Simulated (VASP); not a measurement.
Band structure of CdPPd₅ (space group P4/mmm). Method: PBEsol GGA, VASP's PBE PAW potentials (set 64) (plane waves; VASP).

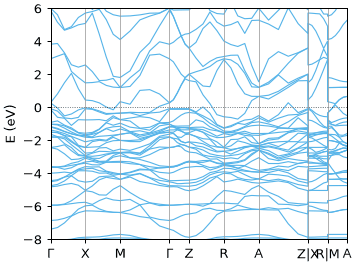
Fig. 1. Bands along high-symmetry lines, zero at the valence-band maximum or, without a gap, the Fermi level

Question: Read the plot: is there a gap, and where are the band edges?

Answer: It has no gap at this level: it comes out as a metal or semimetal.

The structure comes from a computed database's CdPPd5 entry; how it stands against other phases isn't given here. The cell was not relaxed at this level. The electron count is odd and the run is not spin-polarised, which forces a metal.
